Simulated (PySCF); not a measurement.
NMR shielding calculation, with input and output: CH$_{7}$ClO$_{2}$Si$_{2}$

- system: CH$_{7}$ClO$_{2}$Si$_{2}$
- method: GIAO WP04/pcSseg-1 NMR shielding, non-relativistic, gas phase (PySCF 2.14.0)

The geometry comes from this level: PBE0-D3(BJ)/def2-SVP. Figures and captions count atoms from 1; the log counts them from 0 in places.

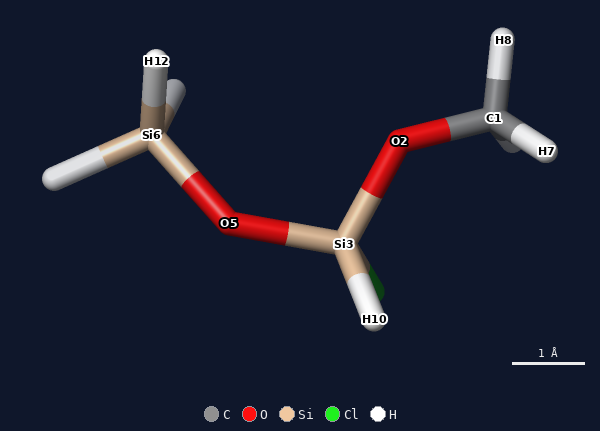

Fig. 1: The input geometry (stick view, seen on its broad side; atoms are numbered from 1 in the order of the input). Bond lengths as drawn: Cl–Si 2.07 Å, C–H 1.10 Å, C–O 1.40 Å, H–Si 1.48 to 1.49 Å and O–Si 1.63 to 1.67 Å.

### Results in brief

| quantity | value |
| --- | --- |
| outcome | converged |
| total energy | −1246.754610 hartree |
| HOMO | −9.84 eV |
| LUMO | −1.34 eV |
| dipole moment | 1.66 D |
| isotropic shielding, C | 118.6 ppm |
| isotropic shielding, O | 275.6 to 277.6 ppm |
| isotropic shielding, Si | 382.7 to 391.7 ppm |
| isotropic shielding, Cl | 880.9 ppm |
| isotropic shielding, H | 27.1 to 28.1 ppm |
| hardware | 1 CPU thread, shared host |
| wall time | 23 s |
| peak memory | 0.89 GiB |

### Input
```
{"job": {"kind": "nmr", "xc": "WP04", "basis": "pcSseg-1", "pop": false}, "charge": 0, "multiplicity": 1}
C     -2.215481    -0.819828    -0.129200
O     -0.963894    -0.266303     0.180500
Si    -0.264346     1.079900    -0.450400
Cl    -0.485826     1.020377    -2.504536
O      1.318435     1.031930    -0.052029
Si     2.515577    -0.116465     0.154056
H     -3.039096    -0.225624     0.303606
H     -2.264702    -1.833286     0.295251
H     -2.370317    -0.888919    -1.219499
H     -0.858308     2.340837     0.038929
H      2.401935    -1.171854    -0.894673
H      2.396474    -0.736551     1.504286
H      3.826169     0.578332     0.032069
```

The first line tells a small driver script what to run in PySCF; the rest is the geometry in Å.

Launched with:
```bash
OMP_NUM_THREADS=1 python <driver script> task.json out
```

### What the program printed
```
coarse grid: 12472 points
cycle   1  E = -1246.3457843480  dE =  5.645e-01  |g| = 1.421e+00  |ddm| = 3.304e+00
cycle   2  E = -1245.4622903360  dE =  8.835e-01  |g| = 2.515e+00  |ddm| = 2.831e+00
cycle   3  E = -1246.6729184277  dE = -1.211e+00  |g| = 2.525e-01  |ddm| = 2.218e+00
cycle   4  E = -1246.6842056965  dE = -1.129e-02  |g| = 1.099e-01  |ddm| = 3.268e-01
cycle   5  E = -1246.6867856346  dE = -2.580e-03  |g| = 2.279e-02  |ddm| = 1.227e-01
cycle   6  E = -1246.6868650743  dE = -7.944e-05  |g| = 1.184e-02  |ddm| = 2.382e-02
cycle   7  E = -1246.6868883802  dE = -2.331e-05  |g| = 2.521e-03  |ddm| = 8.212e-03
cycle   8  E = -1246.6868896849  dE = -1.305e-06  |g| = 4.229e-04  |ddm| = 2.523e-03
final grid: 106832 points
cycle   9  E = -1246.7545982035  dE = -2.250e-05  |g| = 7.963e-03  |ddm| = 1.707e-02
cycle  10  E = -1246.7545845200  dE =  1.368e-05  |g| = 1.186e-02  |ddm| = 1.087e-02
cycle  11  E = -1246.7546093188  dE = -2.480e-05  |g| = 1.362e-03  |ddm| = 6.835e-03
cycle  12  E = -1246.7546096923  dE = -3.735e-07  |g| = 2.734e-04  |ddm| = 1.285e-03
cycle  13  E = -1246.7546097075  dE = -1.519e-08  |g| = 4.128e-05  |ddm| = 2.403e-04
cycle  14  E = -1246.7546097078  dE = -2.640e-10  |g| = 1.795e-05  |ddm| = 4.418e-05
```

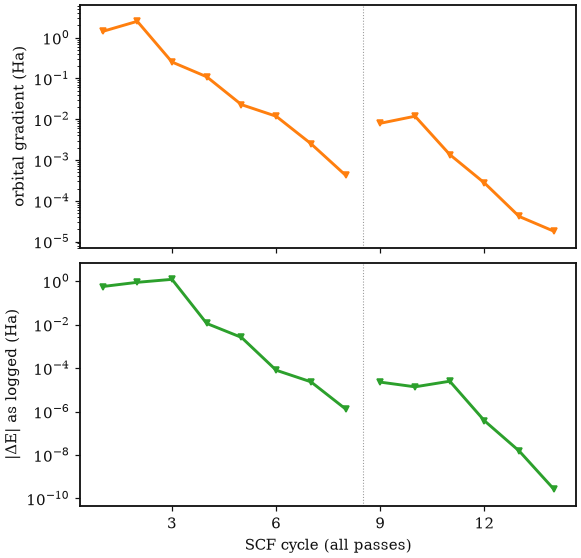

Fig. 2: Convergence of the self-consistent field: orbital gradient and size of the energy change against the SCF cycle. The dotted line marks the change from a coarse to the final integration grid. The first 8 cycles use a coarse grid, the final grid takes over at cycle 9, and the field converges after 14 cycles in all.

```
converged SCF energy = -1246.7546097078

GIAO shielding tensors (ppm)
atom      isotropic    diamagn.    paramagn.     s11        s22        s33       span
  0 C      118.563     240.757    -122.193     93.035     94.240    168.414     75.379
  1 O      277.562     405.233    -127.671    229.752    277.697    325.239     95.487
  2 Si     391.746     882.182    -490.435    380.201    383.905    411.133     30.931
  3 Cl     880.917    1153.930    -273.013    773.214    815.779   1053.758    280.544
  4 O      275.604     402.564    -126.960    240.771    284.106    301.935     61.164
  5 Si     382.679     880.306    -497.627    349.023    361.370    437.645     88.621
  6 H       28.137      27.553       0.584     24.250     25.472     34.689     10.439
  7 H       28.007      28.604      -0.597     23.966     25.739     34.314     10.348
  8 H       27.917      28.815      -0.897     23.165     27.435     33.152      9.987
  9 H       27.139      29.405      -2.266     23.500     24.401     33.516     10.015
 10 H       27.279      30.626      -3.347     23.795     26.597     31.445      7.649
 11 H       27.360      30.350      -2.990     24.000     25.829     32.249      8.249
 12 H       27.484      28.074      -0.589     24.202     25.565     32.687      8.485
```

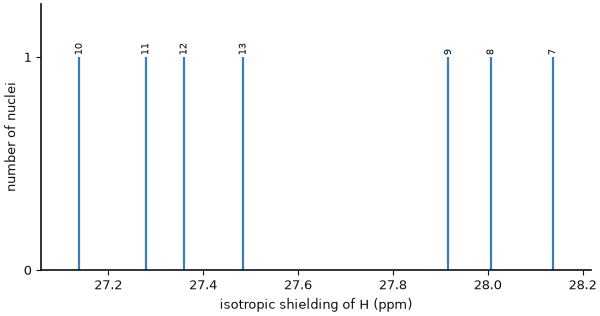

Fig. 3: Isotropic shieldings of the hydrogen nuclei in this fixed geometry, labelled by atom number; shielding grows to the right, so chemical shift grows to the left. The least shielded is H10 (27.1 ppm), the most shielded H7 (28.1 ppm).
